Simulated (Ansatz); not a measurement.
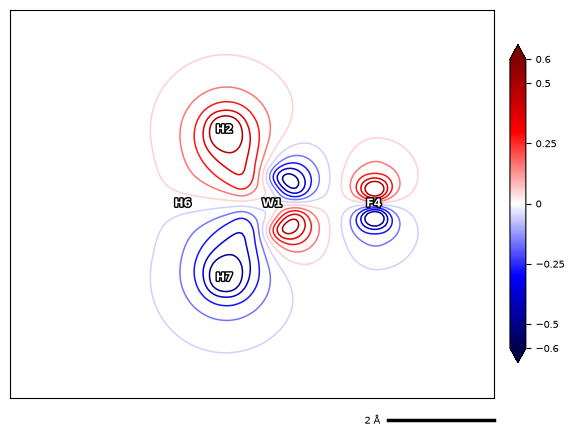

Figure 1: FH5W. The HOMO−1 on the plane of atoms H2, W1 and H6 (values in Å⁻³ᐟ²; the overall sign is arbitrary).

Core potentials replace the inner electrons of W.

Method: RKS BHLYP-D4/def2-SVP (Ansatz 0.2.0).

```xyz
7

W     0.0000    0.5014    0.0000
H     0.0001   -0.4036    1.4039
H     1.4039   -0.4037   -0.0001
F    -0.0002    2.4353    0.0002
H    -1.4039   -0.4036   -0.0001
H     0.0000   -1.1922    0.0000
H     0.0001   -0.4037   -1.4039
```

Question: Where does this orbital lie, and at what energy?

Answer: It lies mainly on W1 (about 40 %), H2 (about 25 %), H7 (about 25 %) and F4 (about 10 %). It is one of a degenerate set, so its orientation is arbitrary. Its energy is −11.03 eV.
